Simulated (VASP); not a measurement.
Band structure of ZnCdSe2 (space group P-4m2). All values below come from modified Becke-Johnson potential (mBJ) with spin-orbit coupling, VASP's PBE PAW potentials (set 64) (plane waves; VASP).

mBJ is a potential without an energy functional, so only the levels count.

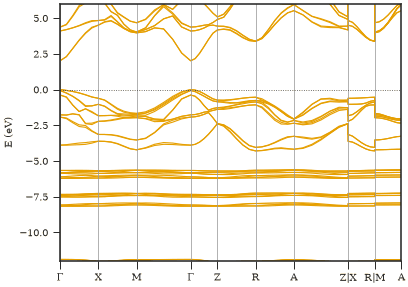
Figure: Bands along high-symmetry lines, zero at the valence-band maximum or, without a gap, the Fermi level

**Question.** Read the plot: is there a gap, and where are the band edges?

**Answer.** The gap is direct, 2.01 eV, from the valence maximum at Γ to the conduction minimum at Γ.

The structure comes from a computed database's ZnCdSe2 entry (P-4m2); how it stands against other phases isn't given here. It was relaxed first. The cell's shape comes from a PBE relaxation.
